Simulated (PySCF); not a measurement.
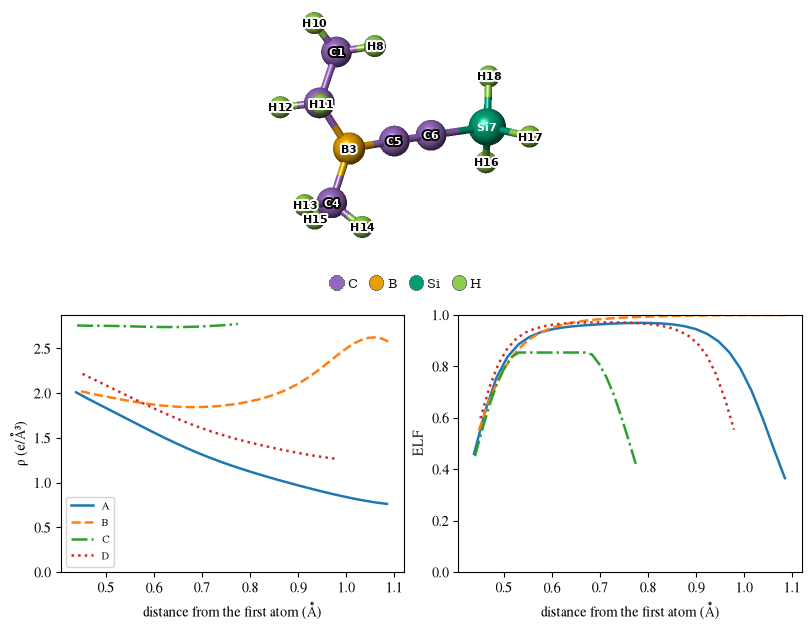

*C5H11BSi (SMILES CCB(C)C#C[SiH3]). Total electron density and electron localisation function along straight lines between neighbouring atoms. The curves leave out the atomic cores. The structure is drawn too.*

Geometry: GFN2-xTB.

Method: wB97X-D/def2-SVPD, SCF density, gas phase in PySCF.

Input

```
{"job": {"kind": "uv", "xc": "wB97X-D", "basis": "def2-SVPD", "nstates": 8, "ntriplets": 3}, "charge": 0, "multiplicity": 1}
C     -0.926748     2.161903    -0.227826
C     -1.750544     0.885546    -0.051639
B     -0.957365    -0.482823    -0.138267
C     -1.730854    -1.859855    -0.090170
C      0.542527    -0.497829    -0.271814
C      1.753822    -0.515900    -0.367385
Si     3.594879    -0.558561    -0.497431
H     -0.140288     2.214939     0.521989
H     -0.455516     2.180087    -1.208232
H     -1.552742     3.048353    -0.132089
H     -2.253647     0.925239     0.920962
H     -2.561176     0.881125    -0.787811
H     -2.761486    -1.771014     0.245048
H     -1.228227    -2.591071     0.540451
H     -1.751961    -2.293986    -1.090573
H      3.967058    -1.586771    -1.474278
H      4.127045    -0.889797     0.827960
H      4.076465     0.756734    -0.930496
```

Run with:

```sh
OMP_NUM_THREADS=1 python probes_run.py task.json out
```

Which curve belongs to which contact (C–B, C–C, C–H and C–Si)? The first atom named is at distance zero.

Curve A: C–Si (1.85 Å): the density is about 0.94 e/Å³ at the midpoint; the ELF peaks at about 0.95 between the atoms: a shared electron pair. Curve B: C–H (1.09 Å): the density is about 1.9 e/Å³ at the midpoint; the ELF climbs to about 1 towards the hydrogen, as it does in any bond to H (an ordinary covalent bond to hydrogen). Curve C: C–C (1.22 Å): ρ is about 2.7 e/Å³ halfway; the ELF peaks at about 0.85 between the atoms: a multiple bond. Curve D: C–B (1.51 Å): ρ at the midpoint is about 1.5 e/Å³; the ELF peaks at about 1 between the atoms: localised, covalent bonding.
